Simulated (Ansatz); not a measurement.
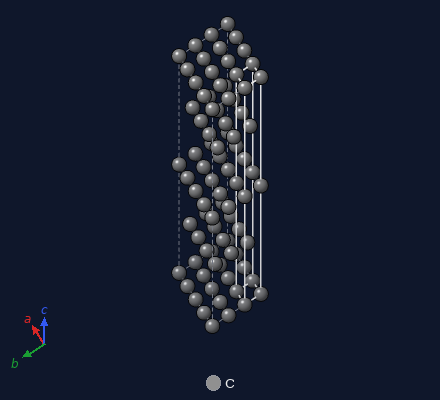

The structure; the drawing may span several cells.

Structure (in its standard cell), the input geometry of an electronic-structure calculation (not necessarily at equilibrium); the starting structure was generated, so it need not be a known form of this composition:

```xyz
4
Lattice="1.8038 0.0000 0.0000 -0.9019 1.5621 0.0000 0.0000 0.0000 19.0444" Properties=species:S:1:pos:R:3 pbc="T T T"
C     0.0000    0.0000    0.0000
C     0.0000    0.0000    9.5222
C     0.0000    1.0414    4.7611
C     0.9019    0.5207   14.2833
```

> What does the kinematic electron diffraction pattern along [311] look like at 80 kV (B = 0.5 Å²)?

The spots form an oblique net (close to hexagonal) whose two shortest vectors correspond to d = 1.56 Å and 1.54 Å, 61.4° apart. They are 0 1 -1 and -1 1 2. The pattern has symmetry 2 (to the eye close to 2mm). A glide plane extinguishes reflections such as 1 -2 -1, 2 -1 -5.

Strongest reflections with d > 0.80 Å, one of each family (|F|² from tabulated Gaussian fits of the electron scattering factors, times a small damping for the curvature of the Ewald sphere):

```csv
hkl,d (Å),I (strongest = 100)
1 -1 -2,1.542,100
0 1 -1,1.557,34
1 0 -3,1.517,32
1 1 -4,0.886,22
```

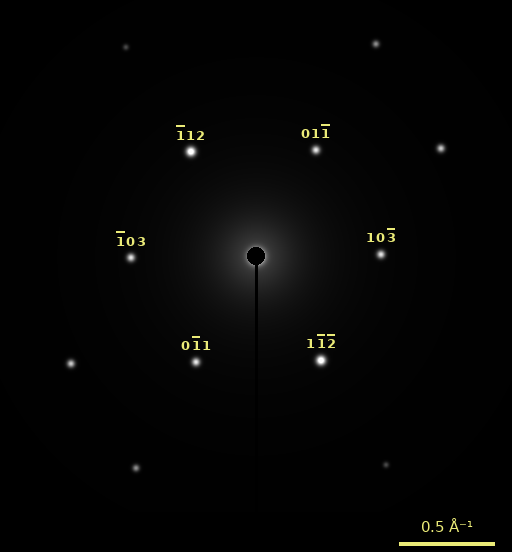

Calculated pattern, seen from the source side with [311] pointing towards the source.
